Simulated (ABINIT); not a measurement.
# Quasiparticle gap of SiC (F-43m) in ABINIT, part 2 of 3

How does a plane-wave GW calculation on SiC (F-43m) run from the first input to the gap?

ABINIT 10.8.3; PBE and many-body steps on it, plane waves. Known limits of the many-body steps: not at the basis limit; coarse k mesh.

So far. Step 2 (Ground state): The gap is indirect, with the least direct gap 3.19 eV higher.

## Step 3: Bands along the symmetry lines

Level of this step: DFT, PBE, plane waves, norm-conserving pseudopotentials (ABINIT).

The cheap functional maps the bands first; the places of the edges decide which points the dearer methods must see.

The input, run.abi:

```
acell 3*1.0 Angstrom
rprim 
  -0.000000000000 2.179000000000 2.179000000000
  2.179000000000 0.000000000000 2.179000000000
  2.179000000000 2.179000000000 -0.000000000000
ntypat 2
znucl 14 6
natom 2
typat 1 2
xred 
  0.000000000000 0.000000000000 0.000000000000
  0.250000000000 0.250000000000 0.250000000000
pp_dirpath "pseudos"
pseudos "Si.upf, C.upf"
ecut 37
iscf -2
irdden 1
kptopt 0
nkpt 50
kpt 
  0.00000000 0.00000000 0.00000000
  -0.06250000 -0.06250000 0.00000000
  -0.12500000 -0.12500000 0.00000000
  -0.18750000 -0.18750000 0.00000000
  -0.25000000 -0.25000000 0.00000000
  -0.31250000 -0.31250000 0.00000000
  -0.37500000 -0.37500000 0.00000000
  -0.43750000 -0.43750000 0.00000000
  -0.50000000 -0.50000000 0.00000000
  -0.48437500 -0.48437500 0.03125000
  -0.46875000 -0.46875000 0.06250000
  -0.45312500 -0.45312500 0.09375000
  -0.43750000 -0.43750000 0.12500000
  -0.42187500 -0.42187500 0.15625000
  -0.40625000 -0.40625000 0.18750000
  -0.39062500 -0.39062500 0.21875000
  -0.37500000 -0.37500000 0.25000000
  -0.37500000 0.00000000 0.37500000
  -0.32812500 0.00000000 0.32812500
  -0.28125000 0.00000000 0.28125000
  -0.23437500 0.00000000 0.23437500
  -0.18750000 0.00000000 0.18750000
  -0.14062500 0.00000000 0.14062500
  -0.09375000 0.00000000 0.09375000
  -0.04687500 0.00000000 0.04687500
  0.00000000 0.00000000 0.00000000
  0.00000000 0.00000000 0.06250000
  0.00000000 0.00000000 0.12500000
  0.00000000 0.00000000 0.18750000
  0.00000000 0.00000000 0.25000000
  0.00000000 0.00000000 0.31250000
  0.00000000 0.00000000 0.37500000
  0.00000000 0.00000000 0.43750000
  0.00000000 0.00000000 0.50000000
  -0.06250000 -0.03125000 0.46875000
  -0.12500000 -0.06250000 0.43750000
  -0.18750000 -0.09375000 0.40625000
  -0.25000000 -0.12500000 0.37500000
  -0.31250000 -0.15625000 0.34375000
  -0.37500000 -0.18750000 0.31250000
  -0.43750000 -0.21875000 0.28125000
  -0.50000000 -0.25000000 0.25000000
  -0.50000000 -0.28125000 0.21875000
  -0.50000000 -0.31250000 0.18750000
  -0.50000000 -0.34375000 0.15625000
  -0.50000000 -0.37500000 0.12500000
  -0.50000000 -0.40625000 0.09375000
  -0.50000000 -0.43750000 0.06250000
  -0.50000000 -0.46875000 0.03125000
  -0.50000000 -0.50000000 0.00000000
istwfk *1
nband 11
nbdbuf 2
tolwfr 1e-08
nstep 40
prtwf 0
prtvol 0
indata_prefix "in"
outdata_prefix "out"
tmpdata_prefix "tmp"
```

Launch:

```sh
OMP_NUM_THREADS=1 mpirun -n 4 abinit run.abi > log
```

Numbers of over 12 decimals in the logs are rounded to 6 here.

Output:

```text
.Version 10.8.3 of ABINIT. v10.8.2 released Aug 2026.

 Symmetries : space group F-4 3 m (#216); Bravais cF (face-center cubic)
[... echo of the input left out ...]
== DATASET  1 ==================================================================
-   mpi_nproc: 4, omp_nthreads: 1 (-1 if OMP is not activated)

--- !DatasetInfo
iteration_state: {dtset: 1, }
dimensions: {natom: 2, nkpt: 50, mband: 11, nsppol: 1, nspinor: 1, nspden: 1, mpw: 1524, }
cutoff_energies: {ecut:  37.0, pawecutdg:  -1.0, }
electrons: {nelect:   8.00000000E+00, charge:   0.00000000E+00, occopt:   1.00000000E+00, tsmear:   1.00000000E-02, }

 Real(R)+Recip(G) space primitive vectors, cartesian coordinates (Bohr,Bohr^-1):
 R(1)=  0.0000000  4.1177132  4.1177132  G(1)= -0.1214266  0.1214266  0.1214266
 R(2)=  4.1177132  0.0000000  4.1177132  G(2)=  0.1214266 -0.1214266  0.1214266
 R(3)=  4.1177132  4.1177132  0.0000000  G(3)=  0.1214266  0.1214266 -0.1214266
 Unit cell volume ucvol=  1.3963629E+02 bohr^3
 Angles (23,13,12)=  6.00000000E+01  6.00000000E+01  6.00000000E+01 degrees

 getcut: wavevector=  0.0000  0.0000  0.0000  ngfft=  32  32  32
         ecut(hartree)=     37.000   => boxcut(ratio)=   2.00684

--- Pseudopotential description ------------------------------------------------
- Si Generated using ONCVPSP code by D. R. Hamann
- 14.00000   4.00000  171031                  znucl, zion, pspdat
12 -101130 2 -1 1510                          pspcod,pspxc,lmax,lloc,mmax
     nproj     2     2     2
  pspatm : epsatm=    9.34321561
         --- l  ekb(1:nproj) -->
             0    5.168965    0.829883
             1    2.571282    0.578307
             2   -2.427311   -0.488097
 pspatm: atomic psp has been read  and splines computed

- C Generated using ONCVPSP code by D. R. Hamann
-  6.00000   4.00000  171031                  znucl, zion, pspdat
12 -101130 1 -1 1248                          pspcod,pspxc,lmax,lloc,mmax
     nproj     2     2     0
  pspatm : epsatm=    4.31346680
         --- l  ekb(1:nproj) -->
[...]
pspatm: atomic psp has been read  and splines computed

--------------------------------------------------------------------------------

================================================================================
 prteigrs : about to open file out_EIG
 Non-SCF case, kpt    1 (  0.00000  0.00000  0.00000), residuals and eigenvalues=
  7.31E-09  4.96E-09  5.11E-09  9.57E-09  4.44E-09  2.28E-09  5.11E-09  7.08E-09
[...]
-3.1511E-01  2.5118E-01  2.5118E-01  2.5118E-01  4.7989E-01  5.1987E-01
  5.1987E-01  5.1987E-01  7.8510E-01  7.8510E-01  8.5604E-01
 Non-SCF case, kpt    2 ( -0.06250 -0.06250  0.00000), residuals and eigenvalues=
  9.46E-10  3.51E-09  2.94E-09  7.57E-09  2.73E-09  5.13E-09  2.12E-09  7.33E-09
[...]
-3.1136E-01  2.3949E-01  2.4389E-01  2.4389E-01  4.8954E-01  5.1068E-01
[...]
1.01E-09  2.75E-09  3.28E-09  3.77E-09  2.35E-09  4.84E-09  1.51E-09  8.94E-09
[...]
-3.0018E-01  2.1014E-01  2.2553E-01  2.2553E-01  4.7852E-01  5.1628E-01
  5.5867E-01  5.5867E-01  6.7428E-01  8.0189E-01  9.1296E-01
[...]
Non-SCF case, kpt   49 ( -0.50000 -0.46875  0.03125), residuals and eigenvalues=
[...]
-1.3046E-01 -3.4798E-02  1.3098E-01  1.3132E-01  3.0612E-01  4.1484E-01
  7.5986E-01  7.6594E-01  7.9086E-01  9.7615E-01  1.0605E+00
 Non-SCF case, kpt   50 ( -0.50000 -0.50000  0.00000), residuals and eigenvalues=
[...]
-1.3075E-01 -3.5551E-02  1.3389E-01  1.3389E-01  3.0121E-01  4.1043E-01
  7.6569E-01  7.6569E-01  7.9395E-01  9.8755E-01  1.0706E+00

--- !ResultsGS
iteration_state: {dtset: 1, }
comment   : Summary of ground state results
lattice_vectors:
- [ -0.0000000,   4.1177132,   4.1177132, ]
- [  4.1177132,   0.0000000,   4.1177132, ]
- [  4.1177132,   4.1177132,  -0.0000000, ]
lattice_lengths: [   5.82333,    5.82333,    5.82333, ]
lattice_angles: [ 60.000,  60.000,  60.000, ] # degrees, (23, 13, 12)
lattice_volume:   1.3963629E+02
convergence: {deltae:  0.000E+00, res2:  0.000E+00, residm:  9.981E-09, diffor:  0.000E+00, }
etotal    :  -1.02697872E+01
entropy   :   0.00000000E+00
fermie    :   2.51183540E-01
cartesian_stress_tensor: null
pressure_GPa: null
xred      :
- [  0.0000E+00,   0.0000E+00,   0.0000E+00, Si]
- [  2.5000E-01,   2.5000E-01,   2.5000E-01,  C]
cartesian_forces: null
force_length_stats: {min: null, max: null, mean: null, }

 Integrated electronic density in atomic spheres:
 ------------------------------------------------
 Atom  Sphere_radius  Integrated_density
[...]
================================================================================

 ----iterations are completed or convergence reached----

 Mean square residual over all n,k,spin=   47.481E-10; max=  99.808E-10
 reduced coordinates (array xred) for    2 atoms
[...]
cartesian coordinates (angstrom) at end:
    1      0.000000     0.000000     0.000000
    2      1.089500     1.089500     1.089500
 length scales=  1.889726125908  1.889726125908  1.889726125908 bohr
              =  1.000000000000  1.000000000000  1.000000000000 angstroms
 prteigrs : about to open file out_EIG
 Eigenvalues (hartree) for nkpt=  50  k points:
 kpt#   1, nband= 11, wtk=  1.00000, kpt=  0.0000  0.0000  0.0000 (reduced coord)
[...]
kpt#   2, nband= 11, wtk=  1.00000, kpt= -0.0625 -0.0625  0.0000 (reduced coord)
[...]
kpt#   3, nband= 11, wtk=  1.00000, kpt= -0.1250 -0.1250  0.0000 (reduced coord)
[...]
kpt#  49, nband= 11, wtk=  1.00000, kpt= -0.5000 -0.4687  0.0313 (reduced coord)
  -0.13046   -0.03480    0.13098    0.13132    0.30612    0.41484    0.75986    0.76594
   0.79086    0.97615    1.06049
 kpt#  50, nband= 11, wtk=  1.00000, kpt= -0.5000 -0.5000  0.0000 (reduced coord)
  -0.13075   -0.03555    0.13389    0.13389    0.30121    0.41043    0.76569    0.76569
   0.79395    0.98755    1.07056

== END DATASET(S) ==============================================================
================================================================================

 -outvars: echo values of variables after computation  --------
            nband          11
             nkpt          50
          spgroup         216
 [... the other variables as echoed above ...]

 Calculation completed.
```

The job ended after 4.4 s (4 MPI ranks of Intel Xeon Platinum 8375C at 2.90GHz (Ice Lake), shared host; peak memory 0.27 GiB).

Numbers from this step:

```yaml
gap: 1.361 eV
k_of_the_valence_top: 0, 0, 0
k_of_the_conduction_bottom: -0.5, -0.5, 0
least_direct_gap: 4.553 eV
```

The gap is 1.361 eV, as in the run before at this level.

The electronic bands at the labelled points (eV, zero at the top of the highest filled band; v1 is the highest filled band, c1 the lowest empty one):

```csv
point,v4,v3,v2,v1,c1,c2,c3,c4
Γ,-15.41,0.00,0.00,0.00,6.22,7.31,7.31,7.31
X,-10.39,-7.80,-3.19,-3.19,1.36,4.33,14.00,14.00
U,-10.39,-7.28,-5.55,-2.60,3.11,7.78,11.84,12.45
jump to K,-10.39,-7.28,-5.55,-2.60,3.11,7.78,11.84,12.45
Γ,-15.41,0.00,0.00,0.00,6.22,7.31,7.31,7.31
L,-11.84,-8.54,-1.05,-1.05,5.43,7.23,7.23,10.05
W,-10.16,-7.03,-4.99,-4.69,5.21,9.44,9.45,9.79
X,-10.39,-7.80,-3.19,-3.19,1.36,4.33,14.00,14.00
```

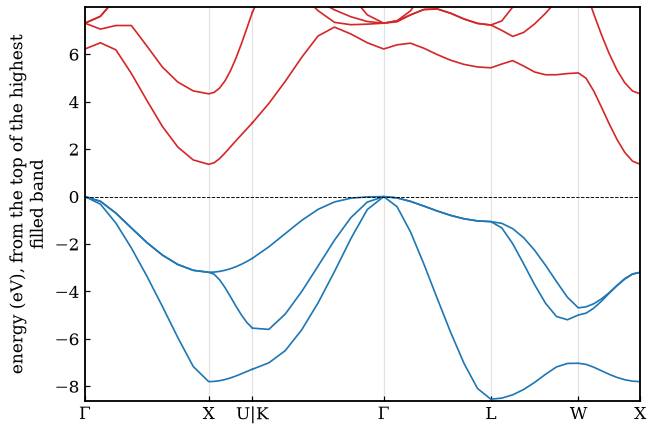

Electronic bands along the path; lines of filled and empty bands in two colours.

## Step 4: Empty states on the mesh, 4×4×4 mesh, 23 bands

The sums over transitions need many empty states on a uniform mesh; this step solves for them.

The input, run.abi:

```
acell 3*1.0 Angstrom
rprim 
  -0.000000000000 2.179000000000 2.179000000000
  2.179000000000 0.000000000000 2.179000000000
  2.179000000000 2.179000000000 -0.000000000000
ntypat 2
znucl 14 6
natom 2
typat 1 2
xred 
  0.000000000000 0.000000000000 0.000000000000
  0.250000000000 0.250000000000 0.250000000000
pp_dirpath "pseudos"
pseudos "Si.upf, C.upf"
ecut 37
ngkpt 4 4 4
nshiftk 1
shiftk 0 0 0
kptopt 1
chksymbreak 0
iscf -2
irdden 1
istwfk *1
nband 23
nbdbuf 4
tolwfr 1e-09
nstep 60
prtvol 0
indata_prefix "in"
outdata_prefix "out"
tmpdata_prefix "tmp"
```

Output:

```text
.Version 10.8.3 of ABINIT. v10.8.2 released Aug 2026.

 Symmetries : space group F-4 3 m (#216); Bravais cF (face-center cubic)
[... echo of the input left out ...]
== DATASET  1 ==================================================================
-   mpi_nproc: 4, omp_nthreads: 1 (-1 if OMP is not activated)

--- !DatasetInfo
iteration_state: {dtset: 1, }
dimensions: {natom: 2, nkpt: 8, mband: 23, nsppol: 1, nspinor: 1, nspden: 1, mpw: 1524, }
cutoff_energies: {ecut:  37.0, pawecutdg:  -1.0, }
electrons: {nelect:   8.00000000E+00, charge:   0.00000000E+00, occopt:   1.00000000E+00, tsmear:   1.00000000E-02, }

 Real(R)+Recip(G) space primitive vectors, cartesian coordinates (Bohr,Bohr^-1):
 R(1)=  0.0000000  4.1177132  4.1177132  G(1)= -0.1214266  0.1214266  0.1214266
 R(2)=  4.1177132  0.0000000  4.1177132  G(2)=  0.1214266 -0.1214266  0.1214266
 R(3)=  4.1177132  4.1177132  0.0000000  G(3)=  0.1214266  0.1214266 -0.1214266
 Unit cell volume ucvol=  1.3963629E+02 bohr^3
 Angles (23,13,12)=  6.00000000E+01  6.00000000E+01  6.00000000E+01 degrees

 getcut: wavevector=  0.0000  0.0000  0.0000  ngfft=  32  32  32
         ecut(hartree)=     37.000   => boxcut(ratio)=   2.00684

--- Pseudopotential description ------------------------------------------------
- Si Generated using ONCVPSP code by D. R. Hamann
- 14.00000   4.00000  171031                  znucl, zion, pspdat
12 -101130 2 -1 1510                          pspcod,pspxc,lmax,lloc,mmax
     nproj     2     2     2
  pspatm : epsatm=    9.34321561
         --- l  ekb(1:nproj) -->
             0    5.168965    0.829883
             1    2.571282    0.578307
             2   -2.427311   -0.488097
 pspatm: atomic psp has been read  and splines computed

- C Generated using ONCVPSP code by D. R. Hamann
-  6.00000   4.00000  171031                  znucl, zion, pspdat
12 -101130 1 -1 1248                          pspcod,pspxc,lmax,lloc,mmax
     nproj     2     2     0
  pspatm : epsatm=    4.31346680
         --- l  ekb(1:nproj) -->
[...]
pspatm: atomic psp has been read  and splines computed

--------------------------------------------------------------------------------

================================================================================
 prteigrs : about to open file out_EIG
 Non-SCF case, kpt    1 (  0.00000  0.00000  0.00000), residuals and eigenvalues=
  5.63E-11  1.37E-10  2.52E-10  6.02E-10  3.56E-10  4.49E-11  1.57E-10  8.34E-10
  5.60E-11  6.14E-10  3.51E-10  1.11E-10  3.04E-10  5.13E-10  3.12E-10  1.53E-10
  2.10E-10  3.22E-10  5.06E-10  2.94E-09  2.72E-09  7.14E-09  2.18E-09
 -3.1511E-01  2.5118E-01  2.5118E-01  2.5118E-01  4.7989E-01  5.1987E-01
  5.1987E-01  5.1987E-01  7.8510E-01  7.8510E-01  8.5604E-01  8.8634E-01
  8.8634E-01  8.8634E-01  1.1155E+00  1.4861E+00  1.4861E+00  1.4861E+00
  1.7795E+00  1.7795E+00  1.7795E+00  1.8267E+00  1.8267E+00
 prteigrs : prtvol=0 or 1, do not print more k-points.

--- !ResultsGS
iteration_state: {dtset: 1, }
comment   : Summary of ground state results
lattice_vectors:
- [ -0.0000000,   4.1177132,   4.1177132, ]
- [  4.1177132,   0.0000000,   4.1177132, ]
- [  4.1177132,   4.1177132,  -0.0000000, ]
lattice_lengths: [   5.82333,    5.82333,    5.82333, ]
lattice_angles: [ 60.000,  60.000,  60.000, ] # degrees, (23, 13, 12)
lattice_volume:   1.3963629E+02
convergence: {deltae:  0.000E+00, res2:  0.000E+00, residm:  9.804E-10, diffor:  0.000E+00, }
etotal    :  -1.02697872E+01
entropy   :   0.00000000E+00
fermie    :   2.51183540E-01
cartesian_stress_tensor: null
pressure_GPa: null
xred      :
- [  0.0000E+00,   0.0000E+00,   0.0000E+00, Si]
- [  2.5000E-01,   2.5000E-01,   2.5000E-01,  C]
cartesian_forces: null
force_length_stats: {min: null, max: null, mean: null, }

 Integrated electronic density in atomic spheres:
 ------------------------------------------------
 Atom  Sphere_radius  Integrated_density
[...]
================================================================================

 ----iterations are completed or convergence reached----

 Mean square residual over all n,k,spin=   39.222E-11; max=  98.041E-11
 reduced coordinates (array xred) for    2 atoms
       0.000000000000      0.000000000000      0.000000000000
       0.250000000000      0.250000000000      0.250000000000

 cartesian coordinates (angstrom) at end:
    1      0.000000     0.000000     0.000000
    2      1.089500     1.089500     1.089500
 length scales=  1.889726125908  1.889726125908  1.889726125908 bohr
              =  1.000000000000  1.000000000000  1.000000000000 angstroms
 prteigrs : about to open file out_EIG
 Eigenvalues (hartree) for nkpt=   8  k points:
 kpt#   1, nband= 23, wtk=  0.01563, kpt=  0.0000  0.0000  0.0000 (reduced coord)
  -0.31511    0.25118    0.25118    0.25118    0.47989    0.51987    0.51987    0.51987
   0.78510    0.78510    0.85604    0.88634    0.88634    0.88634    1.11545    1.48606
   1.48606    1.48606    1.77947    1.77947    1.77947    1.82670    1.82670
 prteigrs : prtvol=0 or 1, do not print more k-points.

== END DATASET(S) ==============================================================
================================================================================

 -outvars: echo values of variables after computation  --------
            nband          23
             nkpt           8
          spgroup         216
 [... the other variables as echoed above ...]

 Calculation completed.
```

Elapsed: 3.9 s, on 4 MPI ranks; peak memory 0.26 GiB; 15 s of CPU time.

This step gave:

| Quantity | Value |
| --- | --- |
| gap | 1.361 eV |
| k of the valence top | 0, 0, 0 |
| k of the conduction bottom | 0.5, 0.5, 0 |
| least direct gap | 4.553 eV |
| k points computed | 8 |
| lowest point of the top converged band, above the valence top | 34.06 eV |

On this mesh the gap is 1.361 eV.

## Step 5: Screening, 4×4×4 mesh, 19 bands, screening to 108.8 eV

The RPA dielectric matrix is built and inverted for each q.

This step: RPA screening on PBE, plane waves, norm-conserving pseudopotentials.

run.abi, as its differences from that of step 4:

```diff
@@ -20,10 +20,11 @@
 chksymbreak 0
-iscf -2
-irdden 1
 istwfk *1
-nband 23
-nbdbuf 4
-tolwfr 1e-09
-nstep 60
-prtvol 0
+occopt 1
+irdwfk 1
+optdriver 3
+nband 19
+ecuteps 4
+inclvkb 2
+awtr 1
+symchi 1
 indata_prefix "in"
```

Output:

```text
.Version 10.8.3 of ABINIT. v10.8.2 released Aug 2026.

 Symmetries : space group F-4 3 m (#216); Bravais cF (face-center cubic)
[... echo of the input left out ...]
== DATASET  1 ==================================================================
-   mpi_nproc: 4, omp_nthreads: 1 (-1 if OMP is not activated)

--- !DatasetInfo
iteration_state: {dtset: 1, }
dimensions: {natom: 2, nkpt: 8, mband: 19, nsppol: 1, nspinor: 1, nspden: 1, mpw: 1524, }
cutoff_energies: {ecut:  37.0, pawecutdg:  -1.0, }
electrons: {nelect:   8.00000000E+00, charge:   0.00000000E+00, occopt:   1.00000000E+00, tsmear:   1.00000000E-02, }

 SCREENING: Calculation of the susceptibility and dielectric matrices

 Based on a program developped by R.W. Godby, V. Olevano, G. Onida, and L. Reining.
 Incorporated in ABINIT by V. Olevano, G.-M. Rignanese, and M. Torrent.
.Using double precision arithmetic ; gwpc =  8

[... cell and pseudopotentials left out ...]
--------------------------------------------------------------------------------

 ==== K-mesh for the wavefunctions ====
 Number of points in the irreducible wedge :     8
[... list of points left out ...]
 Together with 24 symmetry operations and time-reversal symmetry
 yields    64 points in the full Brillouin Zone.

 ==== Q-mesh for the screening function ====
 Number of points in the irreducible wedge :     8
[... list of points left out ...]
 Together with 24 symmetry operations and time-reversal symmetry
 yields    64 points in the full Brillouin Zone.

 setmesh: FFT mesh size selected  =    24x   24x   24
          total number of points  =        13824

 vcoul_init : cutoff-mode = AUXILIARY_FUNCTION
 q-points for optical limit:   1
     1)      0.000010    0.000020    0.000030

- screening: taking advantage of time-reversal symmetry
- Maximum band index for partially occupied states nbvw = 4
- Remaining bands to be divided among processors   nbcw = 15
- Number of bands treated by each node ~3

 Number of electrons calculated from density =    8.0000; Expected =    8.0000
 average of density, n =  0.057292
 r_s =    1.6092
 omega_plasma =   23.0888 [eV]

 calculating chi0 at frequencies [eV] :
  1    0.000000E+00    0.000000E+00
  2    0.000000E+00    2.308880E+01

--------------------------------------------------------------------------------
  q-point number  1        q = ( 0.000000, 0.000000, 0.000000) [r.l.u.]
--------------------------------------------------------------------------------
[... chi0 elements left out ...]
 For q-point:  0.000010 0.000020 0.000030
  dielectric constant =   8.7031
  dielectric constant without local fields =   9.4754

  Average fulfillment of the sum rule on Im[epsilon] for q-point    1 :     39.69  [%]
[... wings left out ...]
  q-point number  2        q = ( 0.250000, 0.000000, 0.000000) [r.l.u.]
--------------------------------------------------------------------------------
[... chi0 elements left out ...]
  Average fulfillment of the sum rule on Im[epsilon] for q-point    2 :     74.11  [%]

 [... 6 further q-points ...]
```

Elapsed: 3.6 s, on 4 MPI ranks; peak memory 0.35 GiB.

Numbers from this step:

- ε∞ with local fields, on this mesh, along the program's q direction: 8.703
- the same without local fields: 9.475
- plasma frequency: 23.09 eV
- plane waves in the screening matrix: 59

Local fields lower ε∞ by 8 %. On a Γ-centred mesh this coarse the value itself is usually too large, while a short band sum pulls it down.

[end of part 2 of 3]

[Paths, hosts, dates, memory and timing lines, banners, echoed tables and standing remarks are left out of the program output.]

[Logs are printed without paths, hosts, clocks, repeated set-up lines and the standing remarks that a program may print on its own settings, such as how far it seeks lower states.]

[Runs of the session that timed out or met a known fault of the program may be left out.]

[Hosts, paths, dates, database ids (printed as entryN), source tags and the programs' standing remarks are cut or masked in the printed files.]

[G0W0 gaps are taken among the corrected bands and points alone; a level outside them can change the order at an edge.]

[Where Ansatz stands beside ABINIT at settings called matched, ABINIT's density can come from a denser mesh and the files from another edition; pairs whose starting gaps differed by over 0.03 eV were left out, so agreement reads better than it is.]
